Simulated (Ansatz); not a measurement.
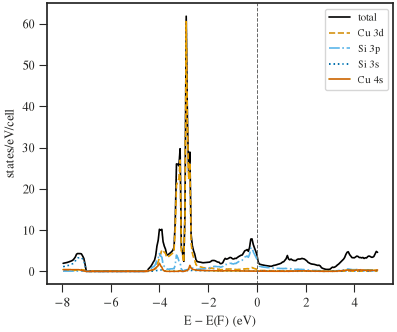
Figure. Total and projected density of states of SrCuSi in space group P6_3/mmc (No. 194; Sr on 2a, Si on 2c, Cu on 2d), r²SCAN in the plane-wave PAW code Ansatz

### Question
Which orbitals carry the states next to the Fermi level?

### Answer
Within 0.5 eV of the Fermi level: Si 3p 71 %, Cu 3d 12 %, outside the projected shells 12 %. Projections are on Löwdin-orthogonalised atomic valence shells; empty p or d shells of many metals are not among them.

### Question
Where is the tallest occupied peak in this window, and what makes it?

### Answer
Near -2.9 eV, about 62 states/eV per cell; the largest projected share is Cu 3d.

The first step of the workflow began from a Materials Project structure, measured or hypothetical; the Crystallography Open Database copy checked does not list it. With Si and Cu taken as one species the cell has the higher symmetry P6/mmm, so it may be an ordered model of a mixed-site phase. Its standing as an ambient phase is unchecked. The cell was relaxed with r²SCAN under the symmetry of its start; whether a distortion lowers the energy is not shown. No spin polarisation was allowed. Spin–orbit coupling is left out wherever it is not named.

Potentials: the later of the program's two PAW sets.
